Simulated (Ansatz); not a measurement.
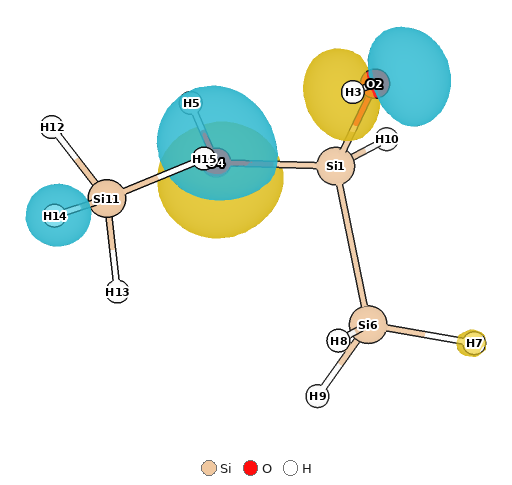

Figure. H$_{6}$O$_{2}$Si$_{2}$···SiH$_{4}$. The HOMO−1 at ±0.15 Å⁻³ᐟ² (yellow and cyan are the two phases), seen at a tilt.

All numbers below come from Ansatz 0.2.0, RKS r2SCANh-D4/6-31G*.

The calculation's input:

```
crystal:
  periodic: [false, false, false]
  atoms:
    - { symbol: Si, position_ang: [-0.189657, -0.218084, -0.079482] }
    - { symbol: O, position_ang: [-0.518501, -0.525531, 1.52763] }
    - { symbol: H, position_ang: [-0.657967, 0.223189, 2.114313] }
    - { symbol: O, position_ang: [1.424104, 0.062781, -0.393244] }
    - { symbol: H, position_ang: [2.024784, -0.666744, -0.192226] }
    - { symbol: Si, position_ang: [-1.392719, 1.591227, -0.954446] }
    - { symbol: H, position_ang: [-2.76229, 1.127427, -1.314079] }
    - { symbol: H, position_ang: [-1.536384, 2.700229, 0.028795] }
    - { symbol: H, position_ang: [-0.740271, 2.119426, -2.181384] }
    - { symbol: H, position_ang: [-0.562528, -1.496491, -0.736206] }
    - { symbol: Si, position_ang: [1.731347, 2.229999, 1.369999] }
    - { symbol: H, position_ang: [3.004482, 1.475067, 1.418403] }
    - { symbol: H, position_ang: [1.477508, 2.804536, 0.030087] }
    - { symbol: H, position_ang: [1.827916, 3.358656, 2.339956] }
    - { symbol: H, position_ang: [0.614077, 1.375413, 1.796084] }
basis:
  gaussian: { orbitals: "6-31G*" }
hamiltonian:
  xc: r2scanh
  dispersion: d4
relax:
  f_tol: 0.03
  max_steps: 50
output:
  orbitals: {}
```

Launched as:

```sh
ansatz run input.yaml --threads 4 --pin off --max-ram 5120MiB --backend cpu --events-out ev --progress --plain --runs-dir out
```

The fields are those of the run's last geometry, not of the input's.

### Describe this orbital and give its energy.

By Hirshfeld shares it lies mainly on O4 (about 50 %) and O2 (about 20 %); largely a combination of lone pairs on O4 and O2. Its energy is −8.45 eV.
